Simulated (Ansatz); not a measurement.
## Nudged elastic band of AlN$_{2}$H$_{7}$S (part 1 of 2)

- system: AlN$_{2}$H$_{7}$S
- method: RKS PBE-D4/def2-SVP (Ansatz 0.2.0)

The run did not end well. It belongs to a series of runs on one base structure; here: band between the two ends.

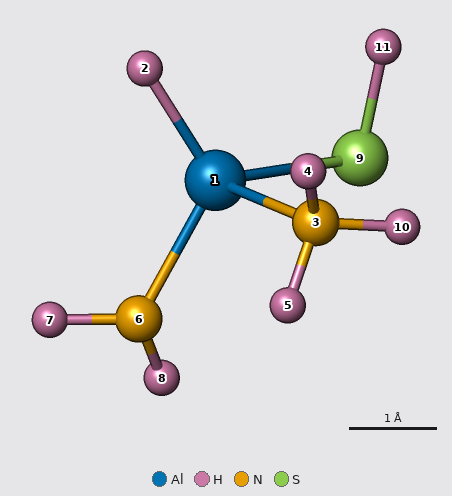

Fig. 1: The starting structure (ball-and-stick view, seen at an oblique angle; atoms are numbered from 1 in the order of the input). Sticks mark near contacts.

Input file:
```yaml
crystal:
  periodic: [false, false, false]
  atoms:
    - { symbol: Al, position_ang: [-0.382156, 0.248561, 0.462826] }
    - { symbol: H, position_ang: [-0.190538, -1.106618, 1.308026] }
    - { symbol: "N", position_ang: [1.49529, 0.490258, -0.40441] }
    - { symbol: H, position_ang: [2.22004, -0.209622, -0.193234] }
    - { symbol: H, position_ang: [1.285252, 0.454141, -1.414914] }
    - { symbol: "N", position_ang: [-1.347744, 0.185695, -1.087841] }
    - { symbol: H, position_ang: [-1.904316, -0.650929, -1.293097] }
    - { symbol: H, position_ang: [-1.895736, 0.996676, -1.39403] }
    - { symbol: S, position_ang: [-0.521247, 2.233188, 1.539896] }
    - { symbol: H, position_ang: [1.864207, 1.426961, -0.182819] }
    - { symbol: H, position_ang: [0.205246, 1.802791, 2.608997] }
basis:
  gaussian: { orbitals: def2-SVP }
hamiltonian:
  xc: pbe
  dispersion: d4
neb:
  order_check: false
  images: 9
  f_tol: 0.05
  max_iterations: 60
  optimiser: lbfgs
  climbing: true
  final_atoms:
    - { symbol: Al, position_ang: [0.02854616, 0.8370443, -0.53158446] }
    - { symbol: H, position_ang: [-0.22820742, -0.30688039, 2.80652243] }
    - { symbol: "N", position_ang: [1.56127015, 0.06170128, -1.01136971] }
    - { symbol: H, position_ang: [1.65466518, -0.89866208, -1.34755591] }
    - { symbol: H, position_ang: [2.4729253, 0.52183657, -1.01641072] }
    - { symbol: "N", position_ang: [-1.56023672, 0.17072294, -0.98063081] }
    - { symbol: H, position_ang: [-1.73387765, -0.52761755, -1.70520572] }
    - { symbol: H, position_ang: [-2.44031464, 0.44672399, -0.54164517] }
    - { symbol: S, position_ang: [0.04630182, 2.71477579, 0.64125971] }
    - { symbol: H, position_ang: [1.28383133, 2.4571314, 1.14956207] }
    - { symbol: H, position_ang: [-0.2566055, 0.39432575, 2.48645829] }
  initial_path:
    images:
      - { positions_ang: [[-0.382156, 0.248561, 0.462826], [-0.190538, -1.106618, 1.308026], [1.49529, 0.490258, -0.40441], [2.22004, -0.209622, -0.193234], [1.285252, 0.454141, -1.414914], [-1.347744, 0.185695, -1.087841], [-1.904316, -0.650929, -1.293097], [-1.895736, 0.996676, -1.39403], [-0.521247, 2.233188, 1.539896], [1.864207, 1.426961, -0.182819], [0.205246, 1.802791, 2.608997]] }
      - { positions_ang: [[-0.30813455, 0.19921364, 0.3688829], [-0.15403522, -0.89000938, 1.42700828], [1.52587178, 0.38760948, -0.51768904], [2.19470739, -0.35725062, -0.40176019], [1.45213499, 0.54093245, -1.37951267], [-1.41346364, 0.15898901, -1.06283275], [-1.99611994, -0.67077303, -1.20916024], [-1.89823448, 0.97379536, -1.43120967], [-0.38515051, 2.26942313, 1.39833829], [1.63442343, 1.62636153, 0.27714078], [0.17629875, 1.63281042, 2.48019431]] }
      - { positions_ang: [[-0.23411311, 0.14986628, 0.2749398], [-0.11753243, -0.67340075, 1.54599055], [1.55645356, 0.28496097, -0.63096808], [2.16937479, -0.50487924, -0.61028639], [1.61901797, 0.6277239, -1.34411133], [-1.47918328, 0.13228303, -1.03782451], [-2.08792388, -0.69061706, -1.12522348], [-1.90073296, 0.95091472, -1.46838934], [-0.24905402, 2.30565827, 1.25678059], [1.40463986, 1.82576206, 0.73710056], [0.1473515, 1.46282984, 2.35139162]] }
      - { positions_ang: [[-0.16009166, 0.10051892, 0.1809967], [-0.08102965, -0.45679213, 1.66497283], [1.58703534, 0.18231245, -0.74424711], [2.14404218, -0.65250786, -0.81881258], [1.78590096, 0.71451536, -1.30871], [-1.54490292, 0.10557704, -1.01281626], [-2.17972782, -0.71046109, -1.04128672], [-1.90323144, 0.92803408, -1.50556901], [-0.11295753, 2.3418934, 1.11522288], [1.17485629, 2.02516259, 1.19706034], [0.11840426, 1.29284926, 2.22258893]] }
      - { positions_ang: [[-0.08607022, 0.05117156, 0.0870536], [-0.04452687, -0.24018351, 1.7839551], [1.61761712, 0.07966393, -0.85752615], [2.11870958, -0.80013649, -1.02733878], [1.95278395, 0.80130681, -1.27330866], [-1.61062257, 0.07887105, -0.98780801], [-2.27153176, -0.73030512, -0.95734995], [-1.90572993, 0.90515343, -1.54274868], [0.02313895, 2.37812853, 0.97366517], [0.94507272, 2.22456312, 1.65702011], [0.08945701, 1.12286868, 2.09378624]] }
      - { positions_ang: [[-0.01204877, 0.0018242, -0.0068895], [-0.00802408, -0.02357489, 1.90293738], [1.6481989, -0.02298459, -0.97080519], [2.09337697, -0.94776511, -1.23586497], [2.11966694, 0.88809826, -1.23790733], [-1.67634221, 0.05216507, -0.96279977], [-2.3633357, -0.75014915, -0.87341319], [-1.90822841, 0.88227279, -1.57992835], [0.15923544, 2.41436366, 0.83210747], [0.71528915, 2.42396364, 2.11697989], [0.06050976, 0.9528881, 1.96498355]] }
      - { positions_ang: [[-0.00392978, 0.16886822, -0.11182849], [-0.05206075, -0.08023599, 2.08365439], [1.63081315, -0.00604741, -0.97891809], [2.00563461, -0.9379445, -1.25820316], [2.19031861, 0.81484592, -1.193608], [-1.65312111, 0.07587664, -0.96636598], [-2.23744409, -0.70564283, -1.0397717], [-2.01464565, 0.79516303, -1.37227171], [0.13664872, 2.47444609, 0.79393792], [0.82899759, 2.4305972, 1.92349633], [-0.00291329, 0.84117563, 2.0692785]] }
      - { positions_ang: [[0.0041892, 0.33591224, -0.21676748], [-0.09609742, -0.13689709, 2.2643714], [1.6134274, 0.01088976, -0.987031], [1.91789225, -0.9281239, -1.28054135], [2.26097028, 0.74159358, -1.14930868], [-1.62990001, 0.09958822, -0.96993218], [-2.11155248, -0.66113651, -1.2061302], [-2.1210629, 0.70805327, -1.16461508], [0.11406199, 2.53452852, 0.75576836], [0.94270602, 2.43723075, 1.73001276], [-0.06633634, 0.72946316, 2.17357345]] }
      - { positions_ang: [[0.01230819, 0.50295626, -0.32170648], [-0.14013408, -0.19355819, 2.44508841], [1.59604165, 0.02782694, -0.9951439], [1.8301499, -0.91830329, -1.30287954], [2.33162196, 0.66834125, -1.10500936], [-1.60667892, 0.12329979, -0.97349839], [-1.98566087, -0.61663019, -1.37248871], [-2.22748015, 0.62094351, -0.95695844], [0.09147527, 2.59461094, 0.71759881], [1.05641446, 2.4438643, 1.5365292], [-0.1297594, 0.61775069, 2.27786839]] }
      - { positions_ang: [[0.02042718, 0.67000028, -0.42664547], [-0.18417075, -0.25021929, 2.62580542], [1.5786559, 0.04476411, -1.00325681], [1.74240754, -0.90848269, -1.32521772], [2.40227363, 0.59508891, -1.06071004], [-1.58345782, 0.14701137, -0.9770646], [-1.85976926, -0.57212387, -1.53884722], [-2.33389739, 0.53383375, -0.74930181], [0.06888854, 2.65469337, 0.67942926], [1.17012289, 2.45049785, 1.34304563], [-0.19318245, 0.50603822, 2.38216334]] }
      - { positions_ang: [[0.02854616, 0.8370443, -0.53158446], [-0.22820742, -0.30688039, 2.80652243], [1.56127015, 0.06170128, -1.01136971], [1.65466518, -0.89866208, -1.34755591], [2.4729253, 0.52183657, -1.01641072], [-1.56023672, 0.17072294, -0.98063081], [-1.73387765, -0.52761755, -1.70520572], [-2.44031464, 0.44672399, -0.54164517], [0.04630182, 2.71477579, 0.64125971], [1.28383133, 2.4571314, 1.14956207], [-0.2566055, 0.39432575, 2.48645829]] }
```

Hardware: 2 threads of Arm Neoverse V1, 24 GiB of memory available, shared host.

Run as:
```bash
ansatz run input.yaml --threads 2 --pin off --max-ram 3072MiB --backend cpu --events-out ev --progress --plain --runs-dir out
```

Output:
```
Engine: ansatz 0.2.0, aarch64-unknown-linux-gnu
Functional definition: PBE
  parameter kappa = 0.804
  parameter beta = 0.06672455060314922
  exchange = pbe_x(kappa = kappa, mu = beta*pi^2/3)
  correlation = pbe_c(beta = beta)
1148 factors; their error is unknown
mean field evaluation 1: about -20495.6105 eV, gradient 8.2e1 eV
mean field evaluation 2: about -20444.4307 eV, gradient 1.5e2 eV
mean field evaluation 4: about -20508.8629 eV, gradient 1.5e1 eV
mean field evaluation 8: about -20509.2956 eV, gradient 3.2e-1 eV
mean field evaluation 16: about -20509.2333 eV, gradient 2.4e-4 eV
mean field -20509.23328441 eV, -753.7004215445 hartree, gradient 7.2e-5 eV, S^2 0.000000; 0 other end points of the search recorded, 0 dependent functions left out
the calculation of the forces begins
reference -20509.23332492 eV, -753.7004230331 hartree; 25, 25 occupied and 74, 74 virtual orbitals, 1148 factors
1148 factors; their error is unknown
mean field evaluation 32: about -20508.6398 eV, gradient 3.3e-3 eV
mean field -20508.63979968 eV, -753.6786113827 hartree, gradient 5.9e-5 eV, S^2 0.000000; 0 other end points of the search recorded, 0 dependent functions left out
[... from here on the field's lines of each further geometry are left out, up to the last ...]
NEB iter   1: max|band force component| = 2.095e1 eV/Å  barrier→ = 4.5116 eV  barrier← = 3.9041 eV  Δτ_max = 0.2000 Å  (311 SCF iters)
NEB iter   2: max|band force component| = 6.709e0 eV/Å  barrier→ = 3.2603 eV  barrier← = 2.6528 eV  Δτ_max = 0.0424 Å  (281 SCF iters)
NEB iter   3: max|band force component| = 3.738e0 eV/Å  barrier→ = 3.1112 eV  barrier← = 2.5037 eV  Δτ_max = 0.1265 Å  (278 SCF iters)
NEB iter   4: max|band force component| = 5.805e0 eV/Å  barrier→ = 2.5659 eV  barrier← = 1.9584 eV  Δτ_max = 0.1045 Å  (269 SCF iters)
NEB iter   5: max|band force component| = 2.710e0 eV/Å  barrier→ = 2.4558 eV  barrier← = 1.8484 eV  Δτ_max = 0.0255 Å  (268 SCF iters)
NEB iter   6: max|band force component| = 1.634e0 eV/Å  barrier→ = 2.4008 eV  barrier← = 1.7934 eV  Δτ_max = 0.0812 Å  (274 SCF iters)
NEB iter   7: max|band force component| = 3.308e0 eV/Å  barrier→ = 2.1342 eV  barrier← = 1.5268 eV  Δτ_max = 0.0641 Å  (262 SCF iters)
NEB iter   8: max|band force component| = 1.855e0 eV/Å  barrier→ = 2.0824 eV  barrier← = 1.4749 eV  Δτ_max = 0.0148 Å  (271 SCF iters)
NEB iter   9: max|band force component| = 1.058e0 eV/Å  barrier→ = 2.0499 eV  barrier← = 1.4424 eV  Δτ_max = 0.1273 Å  (269 SCF iters)
NEB iter  10: max|band force component| = 2.960e0 eV/Å  barrier→ = 1.8113 eV  barrier← = 1.2039 eV  Δτ_max = 0.0563 Å  (264 SCF iters)
NEB iter  11: max|band force component| = 1.743e0 eV/Å  barrier→ = 1.7879 eV  barrier← = 1.1805 eV  Δτ_max = 0.0128 Å  (263 SCF iters)
NEB iter  12: max|band force component| = 8.024e-1 eV/Å  barrier→ = 1.7748 eV  barrier← = 1.1673 eV  Δτ_max = 0.0657 Å  (247 SCF iters)
NEB iter  13: max|band force component| = 2.071e0 eV/Å  barrier→ = 1.7126 eV  barrier← = 1.1051 eV  Δτ_max = 0.0361 Å  (268 SCF iters)
NEB iter  14: max|band force component| = 1.188e0 eV/Å  barrier→ = 1.7023 eV  barrier← = 1.0948 eV  Δτ_max = 0.0110 Å  (257 SCF iters)
NEB iter  15: max|band force component| = 8.444e-1 eV/Å  barrier→ = 1.6943 eV  barrier← = 1.0868 eV  Δτ_max = 0.2000 Å  (236 SCF iters)
NEB iter  16: max|band force component| = 1.462e0 eV/Å  barrier→ = 1.5955 eV  barrier← = 0.9881 eV  Δτ_max = 0.0256 Å  (261 SCF iters)
NEB iter  17: max|band force component| = 7.905e-1 eV/Å  barrier→ = 1.5859 eV  barrier← = 0.9784 eV  Δτ_max = 0.0102 Å  (273 SCF iters)
NEB iter  18: max|band force component| = 6.036e-1 eV/Å  barrier→ = 1.5803 eV  barrier← = 0.9729 eV  Δτ_max = 0.0582 Å  (258 SCF iters)
NEB iter  19: max|band force component| = 9.960e-1 eV/Å  barrier→ = 1.5622 eV  barrier← = 0.9547 eV  Δτ_max = 0.0143 Å  (266 SCF iters)
NEB iter  20: max|band force component| = 4.271e-1 eV/Å  barrier→ = 1.5535 eV  barrier← = 0.9460 eV  CI = image 4  Δτ_max = 0.0073 Å  (272 SCF iters)
NEB iter  21: max|band force component| = 3.721e-1 eV/Å  barrier→ = 1.5533 eV  barrier← = 0.9458 eV  CI = image 4  Δτ_max = 0.0772 Å  (239 SCF iters)
NEB iter  22: max|band force component| = 1.023e0 eV/Å  barrier→ = 1.5752 eV  barrier← = 0.9677 eV  CI = image 5  Δτ_max = 0.0146 Å  (261 SCF iters)
NEB iter  23: max|band force component| = 8.859e-1 eV/Å  barrier→ = 1.5858 eV  barrier← = 0.9783 eV  CI = image 5  Δτ_max = 0.0624 Å  (272 SCF iters)
NEB iter  24: max|band force component| = 9.583e-1 eV/Å  barrier→ = 1.6646 eV  barrier← = 1.0572 eV  CI = image 5  Δτ_max = 0.0150 Å  (264 SCF iters)
NEB iter  25: max|band force component| = 7.551e-1 eV/Å  barrier→ = 1.6599 eV  barrier← = 1.0524 eV  CI = image 5  Δτ_max = 0.0446 Å  (274 SCF iters)
NEB iter  26: max|band force component| = 6.219e-1 eV/Å  barrier→ = 1.6734 eV  barrier← = 1.0660 eV  CI = image 5  Δτ_max = 0.0766 Å  (269 SCF iters)
NEB iter  27: max|band force component| = 1.955e0 eV/Å  barrier→ = 1.6899 eV  barrier← = 1.0825 eV  CI = image 5  Δτ_max = 0.0292 Å  (266 SCF iters)
NEB iter  28: max|band force component| = 9.063e-1 eV/Å  barrier→ = 1.6800 eV  barrier← = 1.0726 eV  CI = image 5  Δτ_max = 0.0055 Å  (271 SCF iters)
NEB iter  29: max|band force component| = 4.514e-1 eV/Å  barrier→ = 1.6781 eV  barrier← = 1.0707 eV  CI = image 5  Δτ_max = 0.0209 Å  (244 SCF iters)
NEB iter  30: max|band force component| = 5.010e-1 eV/Å  barrier→ = 1.6778 eV  barrier← = 1.0703 eV  CI = image 5  Δτ_max = 0.0079 Å  (269 SCF iters)
NEB iter  31: max|band force component| = 3.042e-1 eV/Å  barrier→ = 1.6755 eV  barrier← = 1.0681 eV  CI = image 5  Δτ_max = 0.0144 Å  (244 SCF iters)
NEB iter  32: max|band force component| = 3.088e-1 eV/Å  barrier→ = 1.6752 eV  barrier← = 1.0677 eV  CI = image 5  Δτ_max = 0.0052 Å  (265 SCF iters)
NEB iter  33: max|band force component| = 2.498e-1 eV/Å  barrier→ = 1.6740 eV  barrier← = 1.0665 eV  CI = image 5  Δτ_max = 0.0163 Å  (228 SCF iters)
NEB iter  34: max|band force component| = 4.898e-1 eV/Å  barrier→ = 1.6743 eV  barrier← = 1.0668 eV  CI = image 5  Δτ_max = 0.0081 Å  (269 SCF iters)
NEB iter  35: max|band force component| = 2.423e-1 eV/Å  barrier→ = 1.6722 eV  barrier← = 1.0647 eV  CI = image 5  Δτ_max = 0.0091 Å  (242 SCF iters)
NEB iter  36: max|band force component| = 2.829e-1 eV/Å  barrier→ = 1.6719 eV  barrier← = 1.0645 eV  CI = image 5  Δτ_max = 0.0047 Å  (240 SCF iters)
NEB iter  37: max|band force component| = 2.169e-1 eV/Å  barrier→ = 1.6711 eV  barrier← = 1.0636 eV  CI = image 5  Δτ_max = 0.0147 Å  (210 SCF iters)
NEB iter  38: max|band force component| = 5.617e-1 eV/Å  barrier→ = 1.6712 eV  barrier← = 1.0638 eV  CI = image 5  Δτ_max = 0.0097 Å  (253 SCF iters)
NEB iter  39: max|band force component| = 2.764e-1 eV/Å  barrier→ = 1.6697 eV  barrier← = 1.0622 eV  CI = image 5  Δτ_max = 0.0058 Å  (237 SCF iters)
NEB iter  40: max|band force component| = 3.154e-1 eV/Å  barrier→ = 1.6694 eV  barrier← = 1.0619 eV  CI = image 5  Δτ_max = 0.0054 Å  (222 SCF iters)
NEB iter  41: max|band force component| = 1.924e-1 eV/Å  barrier→ = 1.6689 eV  barrier← = 1.0615 eV  CI = image 5  Δτ_max = 0.0109 Å  (210 SCF iters)
NEB iter  42: max|band force component| = 6.179e-1 eV/Å  barrier→ = 1.6686 eV  barrier← = 1.0611 eV  CI = image 5  Δτ_max = 0.0107 Å  (241 SCF iters)
NEB iter  43: max|band force component| = 3.031e-1 eV/Å  barrier→ = 1.6680 eV  barrier← = 1.0605 eV  CI = image 5  Δτ_max = 0.0038 Å  (214 SCF iters)
NEB iter  44: max|band force component| = 3.031e-1 eV/Å  barrier→ = 1.6677 eV  barrier← = 1.0603 eV  CI = image 5  Δτ_max = 0.0051 Å  (201 SCF iters)
NEB iter  45: max|band force component| = 1.752e-1 eV/Å  barrier→ = 1.6674 eV  barrier← = 1.0600 eV  CI = image 5  Δτ_max = 0.0101 Å  (209 SCF iters)
NEB iter  46: max|band force component| = 6.085e-1 eV/Å  barrier→ = 1.6670 eV  barrier← = 1.0596 eV  CI = image 5  Δτ_max = 0.0104 Å  (225 SCF iters)
NEB iter  47: max|band force component| = 2.968e-1 eV/Å  barrier→ = 1.6666 eV  barrier← = 1.0592 eV  CI = image 5  Δτ_max = 0.0033 Å  (213 SCF iters)
NEB iter  48: max|band force component| = 2.806e-1 eV/Å  barrier→ = 1.6664 eV  barrier← = 1.0590 eV  CI = image 5  Δτ_max = 0.2000 Å  (201 SCF iters)
NEB iter  49: max|band force component| = 7.695e-1 eV/Å  barrier→ = 1.6587 eV  barrier← = 1.0512 eV  CI = image 5  Δτ_max = 0.0117 Å  (259 SCF iters)
NEB iter  50: max|band force component| = 3.577e-1 eV/Å  barrier→ = 1.6579 eV  barrier← = 1.0505 eV  CI = image 5  Δτ_max = 0.0050 Å  (244 SCF iters)
NEB iter  51: max|band force component| = 1.209e-1 eV/Å  barrier→ = 1.6578 eV  barrier← = 1.0503 eV  CI = image 5  Δτ_max = 0.0064 Å  (211 SCF iters)
NEB iter  52: max|band force component| = 2.482e-1 eV/Å  barrier→ = 1.6576 eV  barrier← = 1.0502 eV  CI = image 5  Δτ_max = 0.0036 Å  (237 SCF iters)
NEB iter  53: max|band force component| = 1.020e-1 eV/Å  barrier→ = 1.6575 eV  barrier← = 1.0501 eV  CI = image 5  Δτ_max = 0.0097 Å  (207 SCF iters)
NEB iter  54: max|band force component| = 2.488e-1 eV/Å  barrier→ = 1.6573 eV  barrier← = 1.0498 eV  CI = image 5  Δτ_max = 0.0039 Å  (239 SCF iters)
NEB iter  55: max|band force component| = 1.009e-1 eV/Å  barrier→ = 1.6572 eV  barrier← = 1.0497 eV  CI = image 5  Δτ_max = 0.0082 Å  (206 SCF iters)
NEB iter  56: max|band force component| = 2.423e-1 eV/Å  barrier→ = 1.6569 eV  barrier← = 1.0495 eV  CI = image 5  Δτ_max = 0.0035 Å  (236 SCF iters)
NEB iter  57: max|band force component| = 9.756e-2 eV/Å  barrier→ = 1.6568 eV  barrier← = 1.0494 eV  CI = image 5  Δτ_max = 0.0082 Å  (206 SCF iters)
NEB iter  58: max|band force component| = 2.081e-1 eV/Å  barrier→ = 1.6566 eV  barrier← = 1.0492 eV  CI = image 5  Δτ_max = 0.0032 Å  (231 SCF iters)
NEB iter  59: max|band force component| = 9.452e-2 eV/Å  barrier→ = 1.6565 eV  barrier← = 1.0491 eV  CI = image 5  Δτ_max = 0.0079 Å  (207 SCF iters)
the calculation of the forces begins
reference -20508.50445190 eV, -753.6736374436 hartree; 25, 25 occupied and 74, 74 virtual orbitals, 1148 factors
these checks for a lower state are left out or cut short: starts, cluster_reference, orbital_swaps, neighbouring_geometries, increment
1148 factors; their error is unknown
mean field -20508.60222043 eV, -753.6772303710 hartree, gradient 8.1e-6 eV, S^2 0.000000; 0 other end points of the search recorded, 0 dependent functions left out
the calculation of the forces begins
reference -20508.60226052 eV, -753.6772318441 hartree; 25, 25 occupied and 74, 74 virtual orbitals, 1148 factors
NEB iter  60: max|band force component| = 2.410e-1 eV/Å  barrier→ = 1.6563 eV  barrier← = 1.0489 eV  CI = image 5  Δτ_max = 0.0035 Å  (236 SCF iters)
```
